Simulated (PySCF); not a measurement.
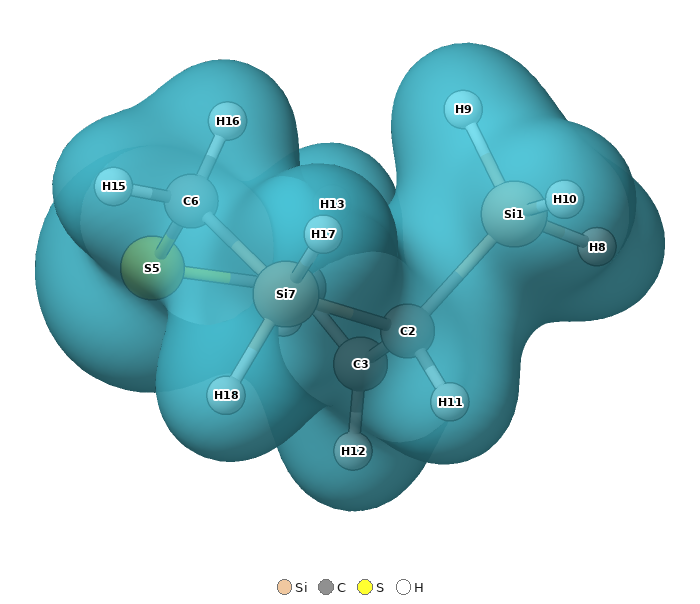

Figure 1: C4H11SSi2 (doublet). Isosurface of the total electron density at 0.1 e/Å³ (cyan), seen from one side.

Geometry: GFN2-xTB.

The calculation used PySCF, UKS B3LYP, pcH-1 on C H S Si, non-relativistic, mean-field spin-orbit, GIAO.

| atom | x (Å) | y (Å) | z (Å) |
| --- | --- | --- | --- |
| Si | 1.8938 | -1.1109 | -0.0940 |
| C | 0.4089 | -0.4988 | 0.9553 |
| C | -0.8644 | -1.1110 | 0.5733 |
| C | -1.4169 | -0.9446 | -0.7446 |
| S | -2.2114 | 0.7888 | -0.9325 |
| C | -0.6829 | 1.7592 | -0.7896 |
| Si | 0.1771 | 1.4152 | 0.8723 |
| H | 1.9049 | -2.5732 | -0.0558 |
| H | 1.8016 | -0.6635 | -1.4859 |
| H | 3.1129 | -0.5604 | 0.4987 |
| H | 0.6289 | -0.7461 | 1.9971 |
| H | -1.5230 | -1.4683 | 1.3502 |
| H | -0.6813 | -0.9642 | -1.5465 |
| H | -2.2490 | -1.6088 | -0.9615 |
| H | -0.9994 | 2.7967 | -0.8585 |
| H | -0.0608 | 1.5381 | -1.6568 |
| H | 1.4613 | 2.1209 | 0.9083 |
| H | -0.7092 | 1.8373 | 1.9587 |

Q: What does this surface tell about the bonding?

A: At this value the surface is in one piece. It bridges the sampled C–C (1.44 Å), C–S (1.82 Å), C–Si (1.90 Å) and C–H (1.08 Å) contacts, where the density stays above the isovalue. On the grid the lowest density along these lines, outside the cores, is 1.9 e/Å³ (C–C, 1.44 Å), 1.2 e/Å³ (C–S, 1.82 Å), 0.77 e/Å³ (C–Si, 1.90 Å) and 1.9 e/Å³ (C–H, 1.08 Å).
